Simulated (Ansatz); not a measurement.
**CsSrF3 (Pm-3m): a soft mode frozen in**

Wanted: the energy along a soft mode of CsSrF3 (Pm-3m) and the structure at the end.

Calculated with Ansatz 0.2.0; DFT PBEsol, scalar-relativistic, plane waves, PAW; PAW set soft_1.

## Step 1: Set-up

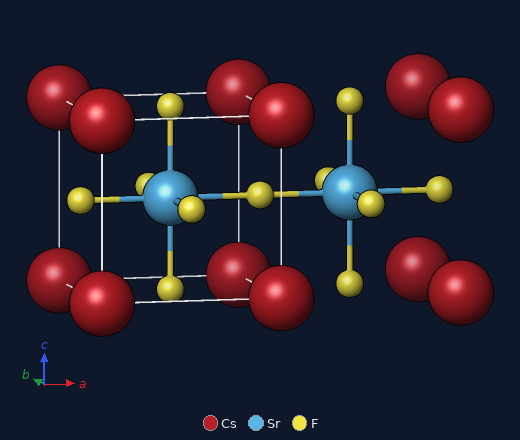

Start, viewed slightly off an axis; caesium red, strontium blue, fluorine yellow. 2×1×1 cells are drawn. Some periodic images of atoms are drawn too.

As a file:

```cif
data_structure
_symmetry_space_group_name_H-M 'Pm-3m'
_symmetry_Int_Tables_number 221
_cell_length_a 4.7372
_cell_length_b 4.7372
_cell_length_c 4.7372
_cell_angle_alpha 90.000
_cell_angle_beta 90.000
_cell_angle_gamma 90.000
_cell_volume 106.31
loop_
_atom_site_label
_atom_site_type_symbol
_atom_site_symmetry_multiplicity
_atom_site_Wyckoff_symbol
_atom_site_fract_x
_atom_site_fract_y
_atom_site_fract_z
_atom_site_occupancy
Cs1 Cs 1 a 0.00000 0.00000 0.00000 1
Sr1 Sr 1 b 0.50000 0.50000 0.50000 1
F1 F 3 c 0.00000 0.50000 0.50000 1
```

## Step 2: Response at finite wavevector

The cell comes from relaxations at this level that are not shown. Stability and thermal properties need the whole zone. Linear response on a 2×2×2 q mesh gives force constants as far as a supercell of that size would, and the tensors from the zone-centre run are typed in so that the long-range dipole term is interpolated apart.

The input, input.yaml:

```yaml
crystal:
  lattice:
    - [4.7371927409, 0.0, 0.0]
    - [0.0, 4.7371927409, 0.0]
    - [0.0, 0.0, 4.7371927409]
  atoms:
    - { symbol: Cs, position: [0.0, 0.0, 0.0] }
    - { symbol: Sr, position: [0.5, 0.5, 0.5] }
    - { symbol: F, position: [0.0, 0.5, 0.5] }
    - { symbol: F, position: [0.5, 0.0, 0.5] }
    - { symbol: F, position: [0.5, 0.5, 0.0] }
kpoints:
  mp_grid: { grid: [6, 6, 6] }
hamiltonian:
  xc: pbesol
  pseudopotentials: { kind: paw, azcp: { folder: soft_1 }, xc_functional: pbe }
scf:
  occupations: { method: fixed }
output:
  eigenvalues: true
phonons:
  method: dfpt
  qmesh: [2, 2, 2]
  temperatures: { t_max: 1000, t_step: 50 }
  qpath:
    path:
      - [[0.0, 0.0, 0.0], [0.0, 0.5, 0.0], [0.5, 0.5, 0.0], [0.0, 0.0, 0.0], [0.5, 0.5, 0.5], [0.0, 0.5, 0.0]]
      - [[0.5, 0.5, 0.5], [0.5, 0.5, 0.0]]
    npoints: 10
  non_analytic_term:
    high_frequency_dielectric_tensor: [[2.2877, 0.0, 0.0], [0.0, 2.2877, 0.0], [0.0, 0.0, 2.2877]]
    born_effective_charges:
      - { species: Cs, tensor: [[1.3028, 0.0, 0.0], [0.0, 1.3028, 0.0], [0.0, 0.0, 1.3028]] }
      - { species: Sr, tensor: [[2.4582, 0.0, 0.0], [0.0, 2.4582, 0.0], [0.0, 0.0, 2.4582]] }
      - { species: F, tensor: [[-1.7053, 0.0, 0.0], [0.0, -1.0279, 0.0], [0.0, 0.0, -1.0279]] }
      - { species: F, tensor: [[-1.0279, 0.0, 0.0], [0.0, -1.7053, 0.0], [0.0, 0.0, -1.0279]] }
      - { species: F, tensor: [[-1.0279, 0.0, 0.0], [0.0, -1.0279, 0.0], [0.0, 0.0, -1.7053]] }
    source: "zone-centre run at this cell"
```

Launch:

```
ansatz run input.yaml --threads 4 --pin off --max-ram 10240MiB --backend cpu --events-out ev --progress --plain --runs-dir out
```

Numbers of over 12 decimals in the logs are rounded to 6 here.

What it wrote:

```text
Engine: ansatz 0.2.0, aarch64-unknown-linux-gnu
Pseudopotentials: kind: paw
Pseudopotential: Cs, paw, valence charge 9, recommended cutoff 420 eV (normal), soft_1/Cs.paw.azcp
Pseudopotential: Sr, paw, valence charge 10, recommended cutoff 420 eV (normal), soft_1/Sr.paw.azcp
Pseudopotential: F, paw, valence charge 7, recommended cutoff 420 eV (normal), soft_1/F.paw.azcp
Functional definition: PBEsol
  exchange = pbesol_x
  correlation = pbesol_c
Crystal: 5 atoms, lattice volume = 106.307 Å³
Basis set: ecut = 420 eV, 2103 PW (Γ), exchange–correlation on 64×64×64 points (8 copies of the dense FFT grid, shifted against one another)
Bands: 25, of which v1, the nominal top of the filled ones, is band 20 counted from 1 (19 counted from 0)
Symmetry: 48 space group operations
k-points: 20 of 216
Non-local potential: Cs, projectors of the file, l = 0: 3, l = 1: 2, l = 2: 2, l = 3: 2
Non-local potential: Sr, projectors of the file, l = 0: 3, l = 1: 2, l = 2: 2
Non-local potential: F, projectors of the file, l = 0: 2, l = 1: 2, l = 2: 1
PAW form: soft (Blöchl's): semilocal exchange-correlation on the pseudo side does not see the compensation charge
PAW frozen core: Cs, regenerated for the run's functional, and the local potential with it (the file was generated under x = pbe(κ = 0.804, μ = 0.219515), c = pbe(β = 0.066725))
PAW frozen core: Sr, regenerated for the run's functional, and the local potential with it (the file was generated under x = pbe(κ = 0.804, μ = 0.219515), c = pbe(β = 0.066725))
PAW frozen core: F, regenerated for the run's functional, and the local potential with it (the file was generated under x = pbe(κ = 0.804, μ = 0.219515), c = pbe(β = 0.066725))
PAW one-centre angular grid: Cs, 194 points (default); XC on 64 Gauss nodes
PAW one-centre angular grid: Sr, 110 points (default); XC on 64 Gauss nodes
PAW one-centre angular grid: F, 110 points (default); XC on 64 Gauss nodes
Initial density: superposition of atomic densities (chi_scale 0.1, normalization cell, long waves kept (reshape's long-wave potential 0.00 eV rms))
Initial wavefunctions: pseudopotential atomic-orbital guess
Functional: x = pbesol(κ = 0.804, μ = 0.123457), c = pbesol(β = 0.046)
SCF iter   1: F=—  HF=-11494.366687 eV  |F-HF|=—  |Δ(HF+E_count)|=         —  Δρ=1.66e-1  dr2=2.49e1  ethr=3.10e-3  ⟨swp⟩=6.4  Hψ=2619  notcnv=0  defer=36
preconditioner: auto → Resta (q_TF=auto, 2.318 Å⁻¹)  ε∞=3.5  [insulator: Δε(μ)=3.185 eV  Ē_g=13.759 eV  n_scr=26 (ndim 8)  ℏωp=21.6 eV  f_vac=0.001  ε∞_Penn≈3.5]
SCF iter   2: F=—  HF=-11489.096681 eV  |F-HF|=—  |Δ(HF+E_count)|=    5.27e0  Δρ=7.55e-2  dr2=3.51e0  ethr=3.10e-3  ⟨swp⟩=4.2  Hψ=1469  notcnv=0  defer=34
SCF iter   3: F=—  HF=-11488.286969 eV  |F-HF|=—  |Δ(HF+E_count)|=   8.10e-1  Δρ=1.88e-2  dr2=4.92e-1  ethr=3.10e-3  ⟨swp⟩=2.2  Hψ=1021  notcnv=0  defer=27
SCF iter   4: F=—  HF=-11488.188364 eV  |F-HF|=—  |Δ(HF+E_count)|=   9.86e-2  Δρ=6.19e-3  dr2=4.00e-2  ethr=1.23e-3  ⟨swp⟩=2.7  Hψ=1060  notcnv=0  defer=50
SCF iter   5: F=—  HF=-11488.188113 eV  |F-HF|=—  |Δ(HF+E_count)|=   2.51e-4  Δρ=1.42e-3  dr2=1.90e-3  ethr=9.99e-5  ⟨swp⟩=3.0  Hψ=883  notcnv=0  defer=53
SCF iter   6: F=—  HF=-11488.188406 eV  |F-HF|=—  |Δ(HF+E_count)|=   2.94e-4  Δρ=3.38e-4  dr2=1.62e-4  ethr=4.74e-6  ⟨swp⟩=2.9  Hψ=882  notcnv=0  defer=55
SCF iter   7: F=—  HF=-11488.188434 eV  |F-HF|=—  |Δ(HF+E_count)|=   2.73e-5  Δρ=1.02e-4  dr2=1.29e-5  ethr=4.05e-7  ⟨swp⟩=2.0  Hψ=774  notcnv=0  defer=54
SCF iter   8: F=—  HF=-11488.188435 eV  |F-HF|=—  |Δ(HF+E_count)|=   1.52e-6  Δρ=1.40e-5  dr2=1.25e-7  ethr=3.21e-8  ⟨swp⟩=2.1  Hψ=796  notcnv=0  defer=51
SCF iter   9: F=—  HF=-11488.188435 eV  |F-HF|=—  |Δ(HF+E_count)|=   2.44e-7  Δρ=2.74e-6  dr2=7.73e-9  ethr=3.12e-10  ⟨swp⟩=2.0  Hψ=831  notcnv=0  defer=45
SCF iter  10: F=—  HF=-11488.188435 eV  |F-HF|=—  |Δ(HF+E_count)|=  6.15e-10  Δρ=2.39e-7  dr2=6.89e-11  ethr=1.93e-11  ⟨swp⟩=2.1  Hψ=779  notcnv=0  defer=45
SCF iter  11: F=-11488.188435 eV  HF=-11488.188435 eV  |F-HF|=3.64e-12  |Δ(HF+E_count)|=  5.82e-11  Δρ=4.80e-8  dr2=2.38e-12  ethr=1.00e-12  ⟨swp⟩=15.9  Hψ=4090  notcnv=0
SCF 1 converged in 11 iterations: F = -11488.188435 eV  dr2 = 2.38e-12
  greatest PAW one-centre occupation: 0.987 electrons in one spin orbital (limit 2), on the Sr atom at site 1 (counted from 0), in its partial waves of l = 0
NSCF: frozen V_eff on 20 k-points
NSCF: frozen V_eff on 64 k-points
DFPT response loops at q = (0, 0, 0) (fractional): preconditioner auto → none (the input reference at scf.mixing.eps_inf says where Resta's filter doesn't serve); β = 0.50; Broyden in place of MSR1
NSCF: frozen V_eff on 128 k-points
DFPT response loops at q = (0, 0, -0.5) (fractional): preconditioner auto → Resta (q_TF=auto, 2.318 Å⁻¹)  ε∞=3.1 (no band partly filled); β = 1.00, the filter's whole step (`scf.mixing.beta` (0.50) is not read by the response loops at its default; to damp them type it under 1.00, their step now; it binds the ground state too); Broyden in place of MSR1
NSCF: frozen V_eff on 128 k-points
DFPT response loops at q = (0, -0.5, -0.5) (fractional): preconditioner auto → none (the input reference at scf.mixing.eps_inf says where Resta's filter doesn't serve); β = 0.50; Broyden in place of MSR1
NSCF: frozen V_eff on 128 k-points
DFPT response loops at q = (-0.5, -0.5, -0.5) (fractional): mixed as the last ones told, above
SCF converged after 11 iterations
Free energy (F): -11488.188435 eV
Harris-Foulkes:  -11488.188435 eV  (|F-HF|=3.64e-12)
Internal energy: -11488.188435 eV  (E = F + TS)
E sigma→0 (E₀):  -11488.188435 eV
Fermi energy:    2.214855 eV
--- Per-component energies (eV) ---
  E_band       = -227.914677
  E_kinetic    = 972.429551
  E_local      = -2934.817982  (includes V_loc(G=0)·N_el)
  E_nonlocal   = 521.006309
  E_hartree    = 1036.256532
  E_xc         = -582.460463
  E_vxc        = -590.438542  (∫ρ·V_xc dr)
  E_paw        = -8211.009494  (= ΣΔE_a)
  E_vpaw       = -268.609173  (= ΣTr[D̂ρ^β])
  E_aug_tail   = 0.002064  (compensation charges beyond the density's cutoff)
  E_ewald      = -2290.000792
  E_core_change = 0.405840  (= ΣΔE_core)
  E_smearing   = -0.000000  (= −TS)
  E_closure    = 0.000000  (closes the sum)
  Σ components = -11488.188435   (vs F -11488.188435, Δ=0.00e0)
--- Band table (eV; the first three rows and the last of 20) ---
  k-point 0: bands = [... 16 lower, 1.9373, 2.2149, 2.2149, 2.2149, 8.5138, 9.9072, 9.9072, 10.8599, ... 1 higher]
  k-point 1: bands = [... 16 lower, 1.8999, 1.9192, 2.2114, 2.2114, 8.8907, 10.0862, 10.2229, 10.9944, ... 1 higher]
  k-point 2: bands = [... 16 lower, 1.8227, 1.8227, 2.2062, 2.2062, 9.6853, 10.4919, 11.0285, 11.3694, ... 1 higher]
  k-point 19: bands = [... 16 lower, 1.5621, 2.1730, 2.1730, 2.1730, 10.6985, 10.6985, 10.6985, 12.7208, ... 1 higher]
--- Phonons (Γ-DFPT): 4 representative perturbations + reference (Σ response iterations 13) ---
  ASR residual: 4.799e-4 → 0.000e0 eV/Å²; symmetrization residual: 3.825e-6 eV/Å²
  ASR residual per site (eV/Å²): 2.88e-5 4.80e-4 4.37e-4 4.37e-4 4.37e-4
  Γ frequencies (cm⁻¹): 0.00 0.00 0.00 22.11 22.11 22.11 53.32 53.32 53.32 119.75 119.75 119.75 345.62 345.62 345.62
--- Phonons (arbitrary-q DFPT): 4 irreducible q on the 2×2×2 mesh ---
  q = [0.0000, 0.0000, 0.0000] (star 1, of the zone-centre solve; hermiticity 1.03e-6, symmetrization 3.13e-13): 0.00 0.00 0.00 22.11 22.11 22.11 53.32 53.32 53.32 119.75 119.75 119.75 345.62 345.62 345.62
  q = [0.0000, 0.0000, -0.5000] (star 3, 9 solved perturbations in 504 linear systems a pass and spin channel, the states on 64 of 216 k-point pairs; hermiticity 4.81e-7, symmetrization 1.29e-7): 25.83 25.83 38.57 38.57 63.01 74.34 86.63 86.63 106.22 106.22 123.59 237.57 345.24 345.24 400.62
  q = [0.0000, -0.5000, -0.5000] (star 3, 9 solved perturbations in 504 linear systems a pass and spin channel, the states on 64 of 216 k-point pairs; hermiticity 4.46e-7, symmetrization 1.22e-7): -61.90 2.27 2.27 31.93 80.78 89.25 89.25 90.86 90.86 183.64 193.80 193.80 344.71 349.46 424.60
  q = [-0.5000, -0.5000, -0.5000] (star 1, 4 solved perturbations in 184 linear systems a pass and spin channel, the states on 64 of 216 k-point pairs; hermiticity 7.23e-8, symmetrization 1.66e-8): -66.36 -66.36 -66.36 27.15 27.15 27.15 150.74 150.74 150.74 184.83 184.83 184.83 349.27 349.27 439.56
  sum rule: each row above includes the acoustic sum rule's correction from the zone centre's row sums; it moved no ω² by more than (2.50 cm⁻¹)²
  mesh force constants: q→R imaginary residual 7.47e-18; ASR residual 4.799e-4 → 0.000e0 eV/Å²; symmetrization residual 3.997e-15 eV/Å²
  interpolated dispersion: 63 rows × 15 modes
  density of states and harmonic sums: on the 14×14×14 q-mesh, interpolated from the force constants of a 2×2×2 supercell (with the dipole–dipole term of supplied tensors)
  largest difference from the sums on the solved wave vectors: F 1.55e-1 eV, S 1.57e-4 and C_V 1.42e-5 eV/K
  zero-point energy: 0.131231 eV/cell   skipped modes (ω ≤ 0): 144, of them read as no rigid motion or as one in doubt: 141 (1.144e0 modes/cell left out, lowest -66.36 cm⁻¹)   left out of the sums: 7.63e-2 of the cell's modes: C_V's classical limit lies that fraction below 3 k_B per atom; for a crystal, a wire or a layer, F and S can be off by more, and a phonons.interpolated_qmesh denser along its periods is the remedy for the sampling
```

The job ended after 91 s (4 threads of Arm Neoverse V1, shared host; peak memory 0.81 GiB; 5.8 min of CPU time).

In the SCF lines HF is the Harris–Foulkes energy and dr2 the Hartree energy of the density residual, in eV; the loop may stop once dr2 is under the threshold and the program's other checks hold. Hψ counts applications of the Hamiltonian.

Numbers from this step:

```
gap on the k-mesh                                       : 6.299 eV
volume per atom                                         : 21.26 Å³
sum-rule residual before enforcement                    : 4.80e-4 eV/Å²
lowest frequency on the path                            : -66.36 cm⁻¹
point group                                             : m-3m
highest frequency on the path or at a solved wavevector : 439.6 cm⁻¹
highest optical mode at the zone centre (no LO-TO term) : 345.6 cm⁻¹
lowest optical zone-centre mode                         : 22.11 cm⁻¹
lowest mode on the q mesh (acoustic modes at Γ apart)   : -66.36 cm⁻¹
```

Frequencies (cm⁻¹) solved at each irreducible wavevector; negative means imaginary. Frequencies by wavevector, by row:

```tsv
q in reciprocal lattice units	star	mode 1	mode 2	mode 3	mode 4	mode 13	mode 14	mode 15
0 0 0	1	0	0	0	22.1	345.6	345.6	345.6
0 0 -0.5	3	25.8	25.8	38.6	38.6	345.2	345.2	400.6
0 -0.5 -0.5	3	-61.9	2.3	2.3	31.9	344.7	349.5	424.6
-0.5 -0.5 -0.5	1	-66.4	-66.4	-66.4	27.1	349.3	349.3	439.6
```

Interpolated from a 2×2×2 q mesh, with the LO-TO term (at Γ the limit along the path; where Γ stands inside the path, tables give the limit on arrival). Phonon branches along the path, in cm⁻¹:

```tsv
point	branch 1	branch 2	branch 3	branch 4	branch 12	branch 13	branch 14	branch 15
Γ	0	0	0	22	178	346	346	409
X	26	26	39	39	238	345	345	401
M	-62	2	2	32	194	345	350	425
Γ	0	0	0	22	178	346	346	409
R	-66	-66	-66	27	185	349	349	440
X	26	26	39	39	238	345	345	401
jump to R	-66	-66	-66	27	185	349	349	440
M	-62	2	2	32	194	345	350	425
```

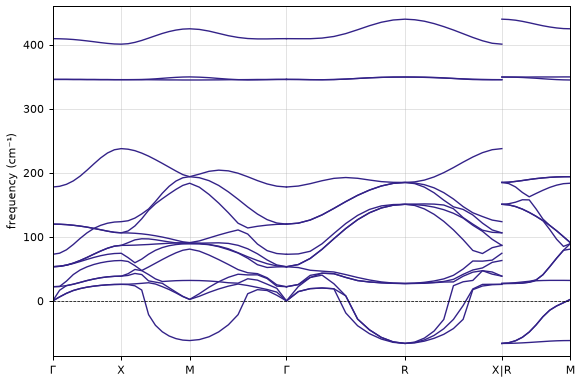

Phonon branches along the path.

Symmetry leaves 4 wavevectors to solve. The lowest mode among them, the acoustic zeros apart, lies at q = (-0.5, -0.5, -0.5) and is imaginary, 66.4i cm⁻¹, so the energy falls along it.

## Step 3: The mode frozen in, largest atomic shift 0 Å

The mode followed lies at q = (-0.5, -0.5, -0.5) with frequency 66.4i cm⁻¹ and is 3-fold degenerate, the softest among the wavevectors solved. At small amplitude the distorted cell has space group no. 167 by a symmetry search on the positions. The undistorted cell that holds it gives the zero of energy on the same k mesh.

System of this step: CsSrF3. It takes space group Pm-3m (No. 221, cubic). The conventional cell has a = 4.737 Å, b = 4.737 Å, c = 4.737 Å, α = 90.00°, β = 90.00°, γ = 90.00°. Nearest to Cs lie 12 F at 3.35 Å. Sr has 6 F at 2.37 Å nearest. Nearest to F lie 2 Sr at 2.37 Å and 4 Cs at 3.35 Å. Farther neighbours and most contacts between anions are not listed.

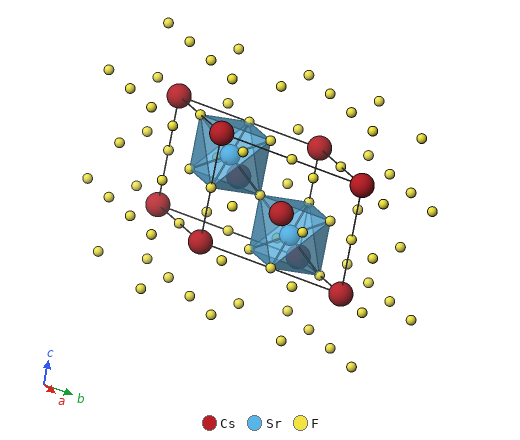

The cell of this step (caesium red, strontium blue, fluorine yellow). Some periodic images of atoms are drawn too.

The input, input.yaml:

```yaml
crystal:
  lattice:
    - [4.7371927409, 4.7371927409, 0.0]
    - [4.7371927409, 0.0, 4.7371927409]
    - [4.7371927409, 0.0, -4.7371927409]
  atoms:
    - { symbol: Cs, position: [0.0, 0.5, 0.5] }
    - { symbol: Cs, position: [0.0, 0.0, 0.0] }
    - { symbol: Sr, position: [0.5, 0.25, 0.75] }
    - { symbol: Sr, position: [0.5, 0.75, 0.25] }
    - { symbol: F, position: [0.5, 0.0, 0.5] }
    - { symbol: F, position: [0.5, 0.5, 0.0] }
    - { symbol: F, position: [0.0, 0.0, 0.5] }
    - { symbol: F, position: [0.0, 0.5, 0.0] }
    - { symbol: F, position: [0.5, 0.5, 0.5] }
    - { symbol: F, position: [0.5, 0.0, 0.0] }
kpoints:
  mp_grid: { grid: [6, 6, 6] }
hamiltonian:
  xc: pbesol
  pseudopotentials: { kind: paw, azcp: { folder: soft_1 }, xc_functional: pbe }
scf:
  occupations: { method: gaussian, width: 0.02 }
output:
  forces: true
  stress: true
  eigenvalues: true
```

What it wrote:

```text
[...]
Crystal: 10 atoms, lattice volume = 212.615 Å³
Basis set: ecut = 420 eV, 4111 PW (Γ), exchange–correlation on 90×90×90 points (8 copies of the dense FFT grid, shifted against one another)
Bands: 50, of which v1, the nominal top of the filled ones, is band 40 counted from 1 (39 counted from 0)
Symmetry: 96 space group operations
[...]
k-points: 16 of 216
[...]
k-point 0: bands = [... 36 lower, 2.1730, 2.2149, 2.2149, 2.2149, 8.5138, 9.9072, 9.9072, 10.6985, ... 4 higher]
  k-point 1: bands = [... 36 lower, 2.1342, 2.1378, 2.1378, 2.1505, 8.8058, 10.0947, 10.0947, 10.6910, ... 4 higher]
  k-point 2: bands = [... 36 lower, 1.9951, 2.0630, 2.0630, 2.0903, 9.5284, 10.5937, 10.5937, 10.7353, ... 4 higher]
  k-point 15: bands = [... 36 lower, 1.9908, 2.1271, 2.1919, 2.1995, 10.3955, 10.6287, 10.7349, 10.9972, ... 4 higher]
[key lines of the parts left out:]
SCF converged after 9 iterations
Free energy (F): -22976.376834 eV
Fermi energy:    5.364421 eV
P = ⅓ Tr σ = 0.0029 GPa (0.029 kbar)
```

Wall time 3.6 s (4 threads); peak memory 0.68 GiB; 14 s of CPU time.

This step gave:

| Item | Value |
| --- | --- |
| pressure | 0.002931 GPa |
| energy from the undistorted cell | 0 meV/atom |

At this level the gap is 6.30 eV on the k-mesh of the self-consistent run, which can miss the band edges.

## Step 4: The mode frozen in, largest atomic shift 0.32 Å

The atoms are moved along the unstable eigenvector, the largest shift by 0.32 Å, with the cell fixed.

input.yaml, the sections that differ from step 3:

```yaml
crystal:
  lattice:
    - [4.7371927409, 4.7371927409, 0.0]
    - [4.7371927409, 0.0, 4.7371927409]
    - [4.7371927409, 0.0, -4.7371927409]
  atoms:
    - { symbol: Cs, position: [0.0, 0.5, 0.5] }
    - { symbol: Cs, position: [0.0, 0.0, 0.0] }
    - { symbol: Sr, position: [0.5, 0.25, 0.75] }
    - { symbol: Sr, position: [0.5, 0.75, 0.25] }
    - { symbol: F, position: [0.5477654557, -0.0477654557, 0.5] }
    - { symbol: F, position: [0.4522345443, 0.5477654557, 0.0] }
    - { symbol: F, position: [0.0, 0.0477654557, 0.5] }
    - { symbol: F, position: [0.0, 0.4522345443, 0.0] }
    - { symbol: F, position: [0.4522345443, 0.5, 0.5] }
    - { symbol: F, position: [0.5477654557, 0.0, 0.0] }
# kpoints, hamiltonian, scf, output: as in step 3
```

What it wrote:

```text
[...]
Crystal: 10 atoms, lattice volume = 212.615 Å³
Basis set: ecut = 420 eV, 4111 PW (Γ), exchange–correlation on 90×90×90 points (8 copies of the dense FFT grid, shifted against one another)
Bands: 50, of which v1, the nominal top of the filled ones, is band 40 counted from 1 (39 counted from 0)
Symmetry: 12 space group operations
[...]
k-points: 32 of 216
[...]
k-point 0: bands = [... 36 lower, 2.0923, 2.1209, 2.1209, 2.1308, 8.5220, 10.0734, 10.0734, 10.6924, ... 4 higher]
  k-point 1: bands = [... 36 lower, 2.0333, 2.0841, 2.0962, 2.0962, 8.8235, 10.2423, 10.2423, 10.6566, ... 4 higher]
  k-point 2: bands = [... 36 lower, 1.9886, 2.0276, 2.0397, 2.0397, 9.5752, 10.6841, 10.6841, 10.7014, ... 4 higher]
  k-point 31: bands = [... 36 lower, 2.0197, 2.0197, 2.0904, 2.0904, 10.5182, 10.5182, 10.9057, 10.9057, ... 4 higher]
[key lines of the parts left out:]
SCF converged after 9 iterations
Free energy (F): -22976.427871 eV
Fermi energy:    5.332738 eV
P = ⅓ Tr σ = -0.4080 GPa (-4.080 kbar)
```

It took 7.2 s on 4 threads; peak memory 0.73 GiB; 28 s of CPU time.

Numbers from this step:

```yaml
pressure: -0.4080 GPa
gap_on_the_k_mesh: 6.379 eV
energy_from_the_undistorted_cell: -5.104 meV/atom
```

The energy, extrapolated to zero smearing, is -5.10 meV/atom against the undistorted cell.

The run ends at a pressure of -0.41 GPa, with forces up to 0.0080 eV/Å.

## Step 5: Energy along the mode, all amplitudes (two of the runs are shown above)

An imaginary frequency means negative curvature, so the energy should fall and then rise again as anharmonic terms take over.

This step gave:

- depth at the lowest point sampled: 5.104 meV/atom
- largest atomic shift at that point: 0.32 Å

The energy from the parent by largest atomic shift:

```tsv
largest atomic shift (Å)	energy from the parent (meV/atom)
0.000	0
0.040	-0.147
0.080	-0.574
0.140	-1.65
0.220	-3.49
0.320	-5.10
0.450	-1.68
0.600	20.9
```

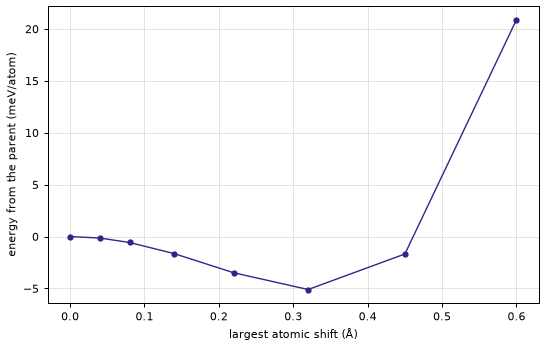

Energy from the parent, plotted against largest atomic shift.

Displacement at unit largest shift by atom:

```tsv
atom	x (Å)	y (Å)	z (Å)	size
Cs1	0.000	0.000	0.000	0.000
Cs2	0.000	0.000	0.000	0.000
Sr3	0.000	0.000	0.000	0.000
Sr4	0.000	0.000	0.000	0.000
F5	0.000	0.707	-0.707	1.000
F6	0.000	-0.707	0.707	1.000
F7	0.707	0.000	0.707	1.000
F8	-0.707	0.000	-0.707	1.000
F9	-0.707	-0.707	0.000	1.000
F10	0.707	0.707	0.000	1.000
```

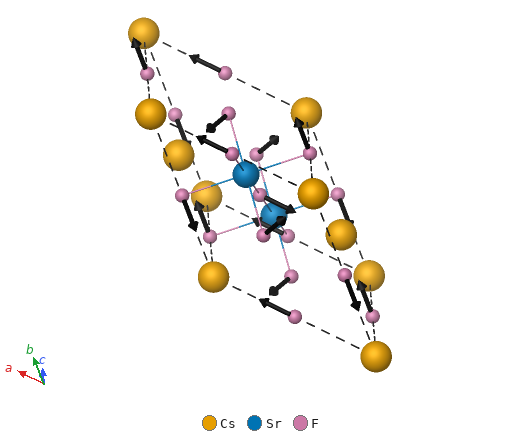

Displacement at unit largest shift as arrows, the longest 1.000 Å. Some periodic images of atoms are drawn too.

The lowest of the steps tried is at 0.32 Å, 5.10 meV/atom below the parent; the bottom of the well need not coincide with a step.

(Continued in part 2 of 3.)

[Logs are printed without paths, hosts, clocks, repeated set-up lines and the standing remarks that a program may print on its own settings, such as how far it seeks lower states.]

[Hosts, paths, dates, database ids (printed as entryN), source tags and the programs' standing remarks are cut or masked in the printed files.]
